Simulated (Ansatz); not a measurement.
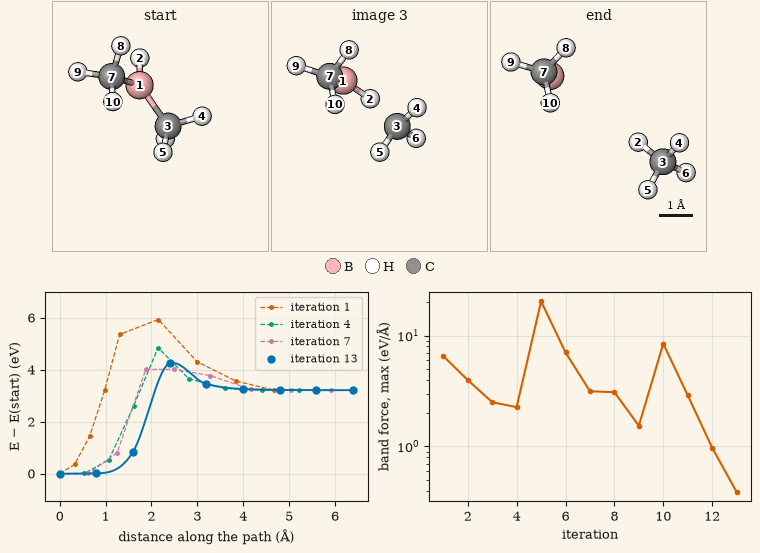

NEB run on C$_{2}$H$_{7}$B. Images are numbered from 0 (start) to 8 (end). The plot follows the band through its iterations. The picture is a ball-and-stick view, seen from a free direction.

Level of theory: Ansatz, RKS B3LYP/def2-mTZVP. Run with 7 movable images; climbing image; force threshold 0.5 eV/Å; iteration limit 60; starting path through a guess of the saddle point.

Did the band converge, and can the barrier be trusted?

Answer. The run met only a loose threshold, so the barrier can't be trusted yet. The band converged in 13 iterations. The largest component of the band force went from 6.5 to 0.39 eV/Å. The climbing image converged on the top of the path. Its curvatures weren't checked. The force threshold is so loose that the height of the top is at best an upper bound. The first iteration put the highest image at 5.93 eV. Forward barrier 4.24 eV, backward barrier 1.03 eV, with image 3 at the top; the reaction energy is +3.21 eV.

The run took 3.9 min on 1 thread of Arm Neoverse V1, on a shared host, peak memory 0.16 GiB.
